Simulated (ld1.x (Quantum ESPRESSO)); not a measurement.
**Pseudopotential generation for Zr (part 2 of 2)**

The same run, continued: zirconium (Zr, Z = 40), core [Ar] 3d10, reference valence 4s2 4p6 4d2 5s2 5p0, valence charge 12. Method: ultrasoft potential, PBE, scalar-relativistic, made with ld1.x (Quantum ESPRESSO) 7.5.

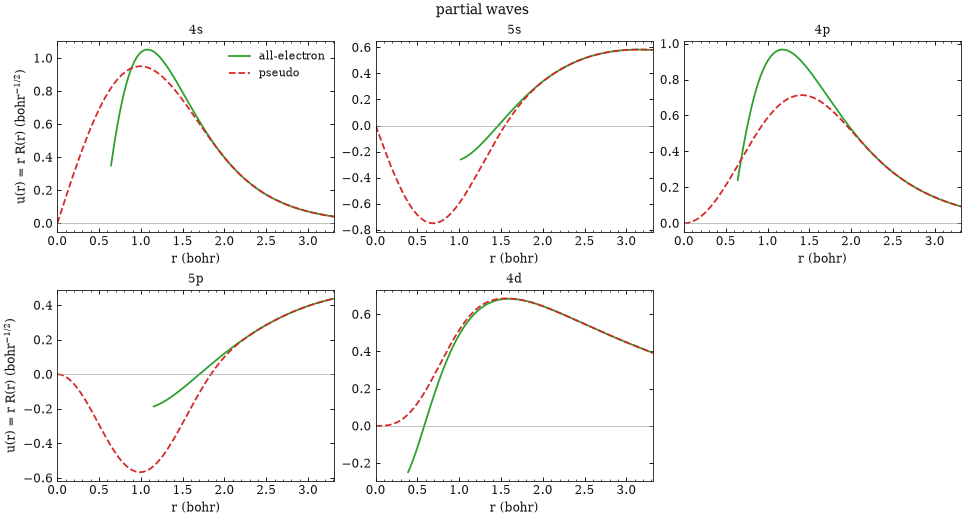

Fig. 2: Pseudo-waves (dashed) against the all-electron radial functions (solid). The innermost oscillations of some all-electron curves aren't drawn. Reference configuration 4s2 4p6 4d2 5s2 5p0.

- Matching radii: 4s at 2.30 bohr; 5s at 2.30 bohr; 4p at 2.50 bohr; 5p at 2.50 bohr; 4d at 1.75 bohr. The curves merge smoothly, so the plot gives these only roughly.
- Nodes of the pseudo-waves: 4s has no node; 5s has a node at about 1.5 bohr; 4p has no node; 5p has a node at about 1.8 bohr; 4d has no node. A node in 5s and 5p is allowed, since a lower shell of the same l is also in the valence. The potential isn't sound: its overlap operator has a negative eigenvalue, -0.43. The p channel couldn't be tested for ghost states or cutoffs, since the overlap operator isn't positive definite there.

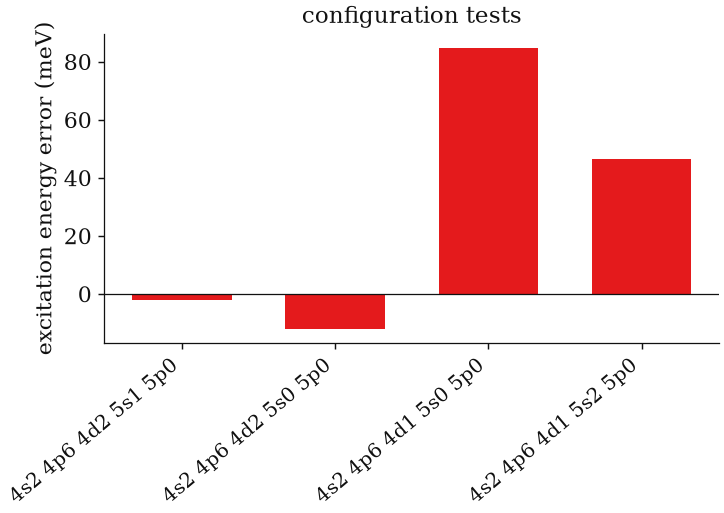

Fig. 3: Errors, all-electron minus pseudo, of the energies of valence configurations relative to the unpolarised reference 4s2 4p6 4d2 5s2 5p0. Not all tests gave a result: test run stopped at test 5 of 7 (negative rho).

- Worst configuration: 4s2 4p6 4d1 5s0 5p0 (charge +3): the error is +85 meV on an all-electron energy of +42.70 eV relative to the reference, or 0.2 %.
- Errors in meV: 4s2 4p6 4d2 5s1 5p0: -2.2; 4s2 4p6 4d2 5s0 5p0: -12; 4s2 4p6 4d1 5s0 5p0: +85; 4s2 4p6 4d1 5s2 5p0: +46.

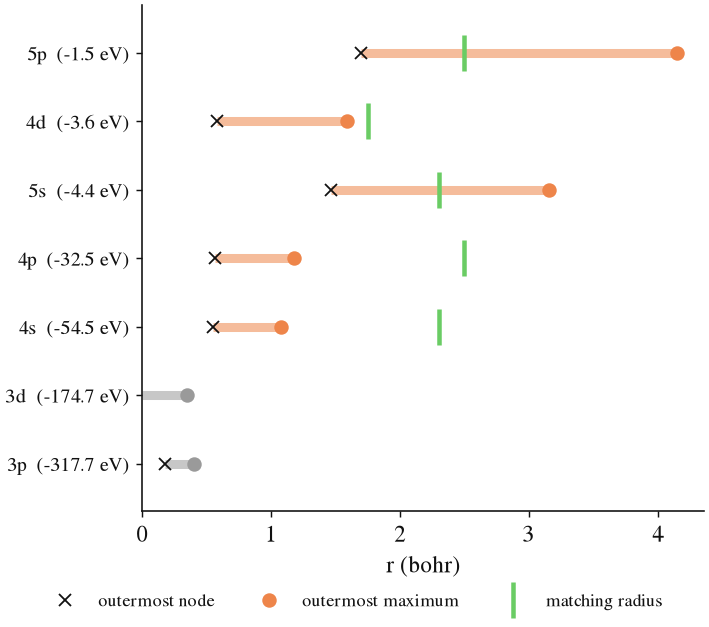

Fig. 4: Outer shells of the all-electron reference atom: each bar runs from the outermost node (or the nucleus) to the outermost maximum of u(r); the tick is the radius chosen for the pseudo-wave. Shells without a tick have no pseudo-wave of their own. Levels, nodes and maxima are from ld1.x, scalar-relativistic.

- Radii against the shells: 4s: 2.30 bohr, outside the maximum; 4p: 2.50 bohr, outside the maximum; 5s: 2.30 bohr, between node and maximum; 4d: 1.75 bohr, outside the maximum; 5p: 2.50 bohr, between node and maximum.

## Input file
```
 &input
   title='Zr', zed=40., rel=1, dft='PBE', iswitch=3,
   config='[Kr] 4d2 4f-2 5s2 5p0',
   nld=4, rlderiv=2.75, eminld=-6.0, emaxld=5.0, deld=0.02
 /
 &inputp
   pseudotype=3, tm=.true., lloc=-1, rcloc=1.65,
   nlcc=.false.,
   which_augfun='PSQ', rmatch_augfun_nc=.true.,
   file_pseudopw='Zr.UPF', file_wfcaegen='ae.wfc', file_wfcncgen='nc.wfc', file_beta='beta', file_chi='chi', file_wfcusgen='us.wfc'
 /
8
4S  1  0   2.00   0.00  1.80  2.30  0.0
5S  2  0   2.00   0.00  1.80  2.30  0.0
4P  2  1   6.00   0.00  2.25  2.50  0.0
5P  3  1   0.00   0.00  2.25  2.50  0.0
4D  3  2   2.00   0.00  1.45  1.75  0.0
4D  3  2   0.00   0.45  1.45  1.75  0.0
4F  4  3  -2.00   0.05  1.90  2.55  0.0
4F  4  3  -2.00   2.65  1.90  2.55  0.0
 &test
   configts(1)='4s2 4p6 4d2 5s2 5p0'
 /
```

## Input of the test run
```
 &input
   title='Zr', zed=40., rel=1, dft='PBE', iswitch=2,
   config='[Kr] 4d2 4f-2 5s2 5p0'
 /
 &test
   file_pseudo='Zr.UPF', nconf=8,
   configts(1)='4s2 4p6 4d2 5s2 5p0',
   configts(2)='4s2 4p6 4d2 5s1 5p0',
   configts(3)='4s2 4p6 4d2 5s0 5p0',
   configts(4)='4s2 4p6 4d1 5s0 5p0',
   configts(5)='4s2 4p6 4d1 5s2 5p0',
   configts(6)='4s2 4p6 4d2 5s0 5p1',
   configts(7)='4s2 4p6 4d3 5s0 5p0',
   configts(8)='4s2 4p6 4d2 5s1.5 5p0'
 /
```

Command:
```bash
ld1.x < Zr.in > Zr.out
```

## Results in brief

- outcome: generated, but the overlap operator is not positive, so unusable
- configuration tests: test run stopped at test 5 of 7 (negative rho)
- lowest eigenvalue of the overlap operator S in a Bessel basis (separate test): -0.43 (p channel); it is negative, so in a basis up to 400 Ry S is not positive definite
- density cutoff estimated by the generator: 222 Ry
- largest excitation error among the tests solved: +85 meV (all-electron minus pseudo) for 4s2 4p6 4d1 5s0 5p0
- range over which the phases arctan(r u′/u) at the test radius agree within 0.05 rad (a looser test near the poles than one of phase shifts): s: over the whole range computed; d: over the whole range computed; f: up to about 3.8 Ry; p: not judged
- hardware: 1 CPU thread, shared host
- wall time: 1.5 s

## Remarks

The scattering phases part by more than π/2 and stay apart in f from about 4.4 Ry: a level there is either far displaced or one that only the pseudo-atom has. The p channel couldn't be tested for ghost states or cutoffs, since the overlap operator isn't positive definite there.
